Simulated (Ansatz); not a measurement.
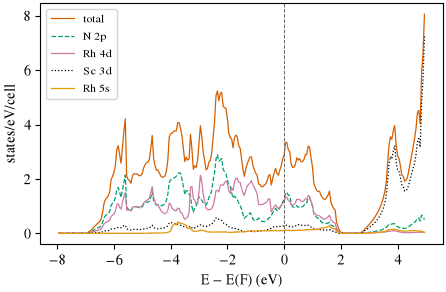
Fig. 1. Total and projected density of states of ScRhN₂ in space group R-3m (No. 166; Sc on 3b, Rh on 3a, N on 6c), the program Ansatz at the r²SCAN level (PAW)

Question: Which orbitals carry the states next to the Fermi level?

Answer: Within 0.5 eV of the Fermi level: Rh 4d 43 %, N 2p 40 %, Sc 3d 10 %. Projections are on Löwdin-orthogonalised atomic valence shells; empty p or d shells of many metals are not among them.

Question: Where is the tallest occupied peak in this window, and what makes it?

Answer: Near -2.3 eV, about 5.2 states/eV per cell; the largest projected share is N 2p.

The start of the workflow was typed in or built on a structure type; neither database checked (COD, Materials Project) lists it. Its standing as an ambient phase is unchecked. The cell was relaxed with r²SCAN under the symmetry of its start; its stability against distortions is not shown here. Magnetic state: ferromagnetic, the only order run, not a proven ground state. Other orbital occupations within this spin state were not tried. No Hubbard U is applied. Spin–orbit coupling is left out wherever it is not named.

Potentials: the later of the program's two PAW sets.
